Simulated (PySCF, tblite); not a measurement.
# C₅H₁₄SSi₂: geometry, infrared bands and NMR shifts

What infrared bands and NMR shifts should C₅H₁₄SSi₂ (`CCC/C=C\[SiH2]S[SiH3]`) show?

Programs: tblite 0.8.0 and PySCF 2.14.0, with density-fitted response routines of our own. Each step states its level of theory. These are calculated values for one molecule in the gas phase, unless marked as measured. Atoms count from 0, in the outputs and in this text.

### 1 The molecule as given

22 atoms, charge 0, multiplicity 1; geometry from: force field or distance geometry start.

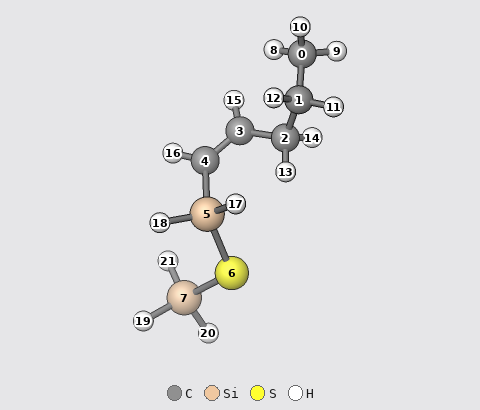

The starting geometry (carbon grey, silicon light orange, sulfur yellow, hydrogen white), atoms numbered.

### 2 Geometry optimisation with GFN2-xTB

The job: settings as JSON, then the geometry in Å.

```
{"job": {"kind": "relax", "xc": "GFN2-xTB", "basis": "xTB"}, "charge": 0, "multiplicity": 1}
C     -3.571800     0.386600     0.288100
C     -2.574600    -0.711000     0.453800
C     -1.195100    -0.164000     0.709900
C     -0.671500     0.701400    -0.371600
C      0.445800     0.433400    -1.025500
Si     1.496100    -1.040300    -0.723800
S      3.000100    -0.731000     0.760400
Si     4.575100     0.573400     0.134800
H     -3.156100     1.219400    -0.301000
H     -3.880400     0.792500     1.303300
H     -4.457300    -0.075600    -0.227500
H     -2.918100    -1.345300     1.309100
H     -2.567400    -1.362700    -0.433000
H     -0.486000    -0.983800     0.909800
H     -1.277000     0.503600     1.619200
H     -1.195900     1.619500    -0.653600
H      0.772900     1.119300    -1.804100
H      0.583100    -2.144200    -0.380200
H      2.103200    -1.430300    -2.011800
H      5.467300    -0.040300    -0.861500
H      5.411500     0.848600     1.307000
H      4.085700     1.850300    -0.403400
```

Run with:

```
$ OMP_NUM_THREADS=1 python probes_run.py task.json out
```

This one command runs all jobs of the session in turn.

**Question.** This job is followed by: GFN2-xTB harmonic vibrations, gas phase; GIAO PBE0/pcSseg-1 NMR shielding, non-relativistic, gas phase. What will the session give for the following? strongest single infrared mode (GFN2-xTB); zero-point energy (GFN2-xTB); 13C shifts against TMS (PBE0/pcSseg-1); 1H shifts against TMS (PBE0/pcSseg-1, means over atoms taken as alike); 29Si shifts against TMS (PBE0/pcSseg-1); 33S shifts against CS2 (PBE0/pcSseg-1); surface potential, least and greatest.

As calculated:

```
                                                              quantity                                         value
                             strongest single infrared mode (GFN2-xTB)                         2290 cm⁻¹, 399 km/mol
                                          zero-point energy (GFN2-xTB)                                106.0 kcal/mol
                                13C shifts against TMS (PBE0/pcSseg-1)            168.8, 125.8, 38.4, 29.6, 15.0 ppm
1H shifts against TMS (PBE0/pcSseg-1, means over atoms taken as alike)  7.47, 5.86, 5.08, 4.60, 2.56, 1.61, 1.03 ppm
                               29Si shifts against TMS (PBE0/pcSseg-1)                              -44.2, -59.1 ppm
                                33S shifts against CS2 (PBE0/pcSseg-1)                                      -310 ppm
                                 surface potential, least and greatest                            -0.99 V and 1.16 V
```

Relaxing lowered the energy by 0.574 eV in 126 steps; the close pair that moved most is C0–H9, from 1.136 to 1.088 Å. No mode is imaginary among the 60: a minimum at this level. The strongest single mode, at 2290 cm⁻¹, moves mainly H19. Unscaled tight-binding wavenumbers are off by several per cent, some by more. Its intensities can rank the bands wrongly. At PBE0/pcSseg-1: The widest tensor belongs to C3: span 277 ppm, with a paramagnetic part of -240 ppm. At PBE0/pcSseg-1, counted by nearest atom on the grid, the HOMO lies on S6 73 %, the LUMO on C3 25 %; C4 18 %.
